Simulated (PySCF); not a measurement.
# H3O3Sm (Sm(OH)3): the cost of one run

The runs use PySCF 2.14.0; PBE0, Sm lcecp-1-SVP with ECP51, O def2-SVP, H def2-SVP; scalar-relativistic core potentials, no spin–orbit coupling.

2 further runs of the same task are left out: 1 for a known fault of the program, 1 that didn't finish.

## 1. The system as given

7 atoms, charge 0, spin multiplicity 1.

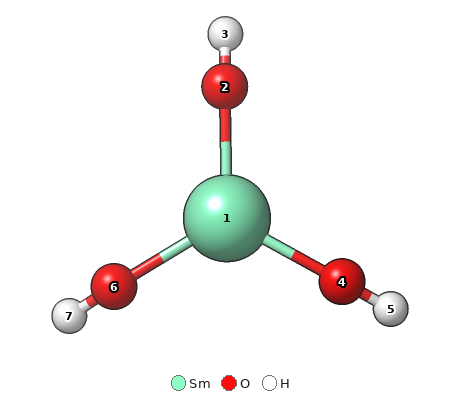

The starting geometry (samarium green, oxygen red, hydrogen white); atoms are numbered from 1 in the order of the file.

Geometry (Å):

```xyz
7
H3O3Sm
Sm    0.0000    0.0000    0.0000
O     2.1978    0.0000    0.0000
H     3.0978    0.0000    0.3500
O    -1.0989    1.9034    0.0000
H    -1.5489    2.6828    0.3500
O    -1.0989   -1.9034    0.0000
H    -1.5489   -2.6828    0.3500
```

Formal oxidation states: Sm +3. Each metal's 5 4f electrons lie in its core potential, so multiplicities, spins and levels count the valence alone.

## 2. SCF at the start, singlet

run.py (the lines that set the calculation) reads:

```python
mol = gto.M(atom='''
Sm     0.00000     0.00000     0.00000
O      2.19780     0.00000     0.00000
H      3.09780     0.00000     0.35000
O     -1.09890     1.90340     0.00000
H     -1.54890     2.68280     0.35000
O     -1.09890    -1.90340     0.00000
H     -1.54890    -2.68280     0.35000''',
    basis={'Sm': 'lcecp-1-SVP', 'O': 'def2-SVP', 'H': 'def2-SVP'},
    ecp={'Sm': 'lcecp-1-SVP'},
    charge=0, spin=0)
mf = dft.RKS(mol, xc='PBE0')
mf.grids.atom_grid = (50, 194)  # f atoms: unpruned, at least (60, 302)
mf = mf.density_fit()  # fitting sets: Sm AutoAux, O def2-universal-JKFIT, H def2-universal-JKFIT
mf.conv_tol = 1e-08; mf.max_cycle = 55
mf.kernel(dm0)  # dm0: free metal ions and neutral atoms
```

The run is started by

```
OMP_NUM_THREADS=2 python run.py
```

**Question.** How long does this run take on 2 threads of Intel Xeon at 2.50GHz (Skylake/Cascade Lake), shared host, and how much memory does it need?

About 8.6 s, with a peak of 0.52 GiB.
